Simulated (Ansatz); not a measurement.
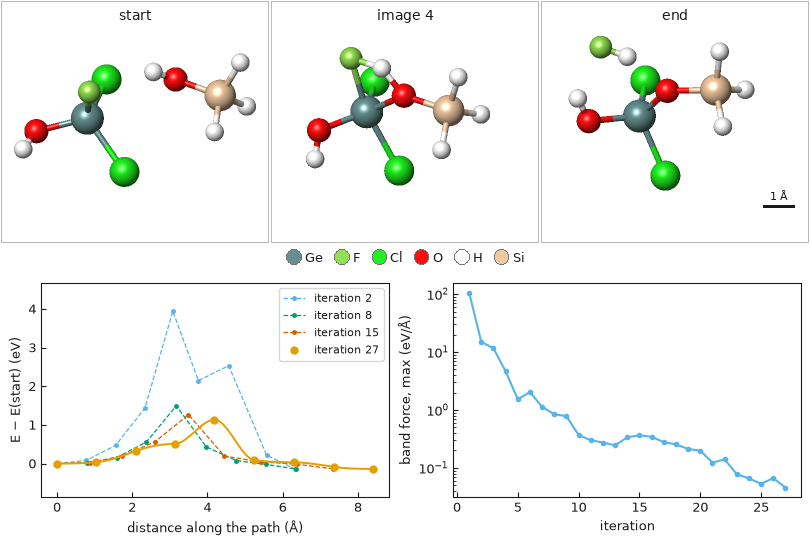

A search for the minimum-energy path of GeSiH5O2Cl2F, made up at the start of GeHOCl$_{2}$F and SiH$_{4}$O by the nudged elastic band. Images are numbered from 0 (start) to 8 (end). The plot follows the band through its iterations. The picture is a ball-and-stick view, seen at a tilt.

These are results of RHF/def2-SVP (Ansatz), not measurements. Run with 7 movable images; climbing image; force threshold 0.05 eV/Å; iteration limit 60; starting path through a guess of the saddle point.

Judge this run.

Answer. The result is final at these settings. The band converged in 27 iterations. The largest component of the band force went from 110 to 0.046 eV/Å. The climbing image converged on the top of the path. Its vibrational analysis gives one imaginary mode (1270i cm⁻¹), as a transition state must have. The first iteration put the highest image at 18.93 eV. Forward barrier 1.13 eV, backward barrier 1.27 eV, with image 4 at the top; the reaction energy is −0.14 eV.

Limits of the set-up: the start holds two separate molecules, 2.2 Å apart at their closest, whose relative position is a soft coordinate and is computed without a dispersion correction; Hartree-Fock leaves out electron correlation.
